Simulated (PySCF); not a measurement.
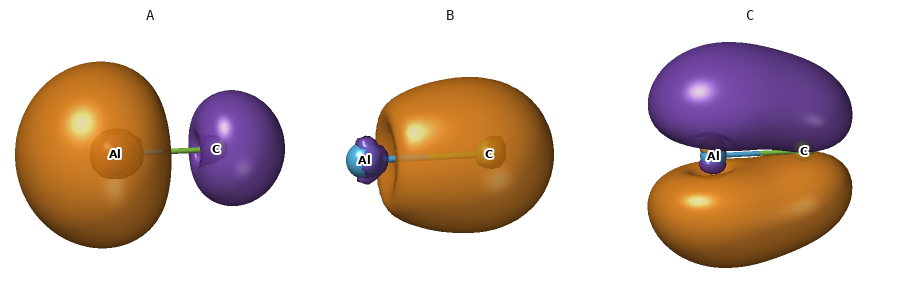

AlC (quartet). Three frontier β-spin orbitals, each drawn at the value that holds 80 % of its norm (orange and purple are the two phases), in no order; of a degenerate pair one member is drawn.

Computed with PySCF 2.14.0, PBE0/x2c-TZVPPall, spin-free X2C-1e, Gaussian nucleus, at a bond length of 1.969 Å.

Label each orbital by symmetry, say whether it is occupied, and order them by energy.

Answer. Orbital B: σ, occupied in this spin, −13.49 eV; mainly on C (75 %).
Orbital A: σ, occupied in this spin, −7.43 eV; mainly on Al (80 %).
Orbital C: π, empty in this spin, −2.65 eV; bonding, with no node between the atoms.
